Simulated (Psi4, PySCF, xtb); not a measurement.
Approach curve of the dimer N2 ··· BCl3 (SMILES N#N and ClB(Cl)Cl). Monomers: optimised at B3LYP-D3(BJ) (def2-TZVP), held rigid. Orientation: a random orientation, not optimised. R is the distance of the centres of mass, along which the second monomer moves.

Geometry at R = 4.60 Å (first 2 atoms: monomer A):
```
6

N      0.5455     0.0000     0.0000
N     -0.5455     0.0000     0.0000
Cl    -2.8658    -1.0761    -2.3451
B     -3.0162     0.2555    -3.4631
Cl    -3.7017    -0.0081    -5.0463
Cl    -2.4850     1.8512    -2.9968
```

- RHF/3-21G = restricted Hartree-Fock/3-21G, no counterpoise correction (PySCF)
- RKS-M06-2X/6-31G* = restricted M06-2X/6-31G*, spherical d, no counterpoise correction (PySCF)
- RKS-B3LYP/6-311+G** = PySCF with restricted B3LYP/6-311+G**, spherical d, no counterpoise correction
- GFN1-xTB (xtb)
- HF/aug-cc-pVDZ, counterpoise-corrected (Psi4)

Interaction energies in kcal/mol (negative: bound); R is the distance of the centres of mass, d the N2···Cl3 distance.

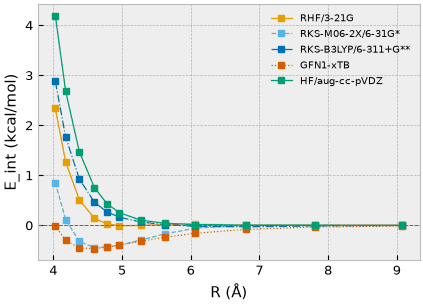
Interaction energy against separation.

| R / Å | d / Å | RHF/3-21G | RKS-M06-2X/6-31G* | RKS-B3LYP/6-311+G** | GFN1-xTB | HF/aug-cc-pVDZ |
|---|---|---|---|---|---|---|
| 4.03 | 2.95 | 2.34 | 0.85 | 2.88 | -0.01 | 4.19 |
| 4.18 | 3.08 | 1.27 | 0.12 | 1.77 | -0.30 | 2.69 |
| 4.38 | 3.27 | 0.51 | -0.32 | 0.93 | -0.45 | 1.47 |
| 4.60 | 3.47 | 0.14 | -0.44 | 0.46 | -0.46 | 0.75 |
| 4.78 | 3.64 | 0.03 | -0.43 | 0.27 | -0.44 | 0.44 |
| 4.96 | 3.81 | -0.01 | -0.39 | 0.17 | -0.39 | 0.26 |
| 5.27 | 4.10 | 0.00 | -0.29 | 0.07 | -0.32 | 0.11 |
| 5.62 | 4.43 | 0.02 | -0.17 | 0.02 | -0.24 | 0.04 |
| 6.07 | 4.87 | 0.02 | -0.05 | -0.02 | -0.16 | 0.02 |
| 6.81 | 5.58 | 0.01 | 0.00 | -0.03 | -0.08 | 0.01 |
| 7.81 | 6.56 | 0.01 | 0.00 | -0.01 | -0.03 | 0.00 |
| 9.08 | 7.81 | 0.00 | 0.00 | 0.00 | -0.01 | 0.00 |

Lowest grid point: RHF/3-21G -0.01 kcal/mol at R = 4.96 Å; RKS-M06-2X/6-31G* -0.44 kcal/mol at R = 4.60 Å; RKS-B3LYP/6-311+G** -0.03 kcal/mol at R = 6.81 Å; GFN1-xTB -0.46 kcal/mol at R = 4.60 Å; HF/aug-cc-pVDZ 0.00 kcal/mol at R = 9.08 Å.
